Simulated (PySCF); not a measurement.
C₅H₈OSSi₂, SMILES O=C[SiH2][SiH2]c1sccc1 at its GFN2-xTB optimised geometry (Å):

```
17

O      1.4170    -3.3152    -0.8453
C      0.7094    -3.4913    -1.8061
Si    -1.0428    -2.7161    -1.9573
Si    -1.3944    -1.4910    -0.0224
C     -0.2322    -0.0177     0.0000
C      1.1325    -0.0177     0.0000
C      1.7007     1.2732     0.0000
C      0.7595     2.2523    -0.0056
S     -0.8340     1.6128    -0.0066
H      1.0845    -4.1256    -2.6378
H     -1.9219    -3.8707    -2.1834
H     -0.9976    -2.0019    -3.2411
H     -1.1633    -2.2669     1.2039
H     -2.7594    -0.9509     0.0475
H      1.7105    -0.9251     0.0015
H      2.7594     1.4635     0.0030
H      0.9000     3.3152    -0.0083
```

Method: PySCF with PBE/def2-SVP. Cells within 0.4 Å of a nucleus heavier than hydrogen are left out (blank, or x).

Map of the log10 of the electron density (e/bohr³), floored at −4 on the plane z = 0.0 Å:

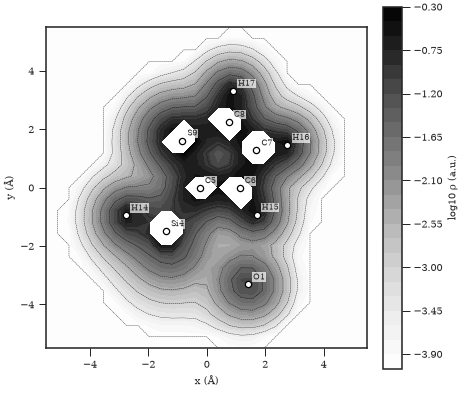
Log10 of the electron density (e/bohr³), floored at −4 on the plane z = 0.0 Å.
